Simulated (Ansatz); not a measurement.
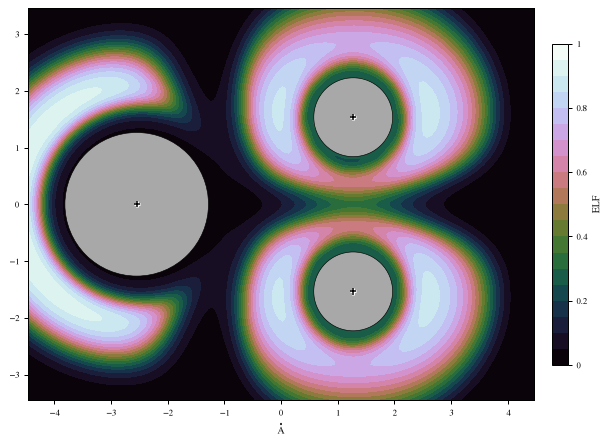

The electron localisation function on a plane through atoms (crosses mark nuclei in the plane; grey discs cover the cores).

All numbers below come from Ansatz 0.2.0, UKS PBE0-D4/def2-TZVP.

Candidates:
A. Na···I₂ (quartet)
B. AlCu₂ (quartet)

**Which system is this?**

Candidate A: Na···I₂ on the molecular plane, which holds Na and I. Na1···I2 (4.11 Å): the ELF peaks at about 0.85 in the valence shell of I, 1.3 Å from its nucleus, and is about 0.15 at the midpoint (a weak contact between the two molecules). I–I (3.07 Å): the ELF peaks at about 0.60 in the valence shell of I, 1.2 Å from its nucleus, and is about 0.35 at the midpoint.
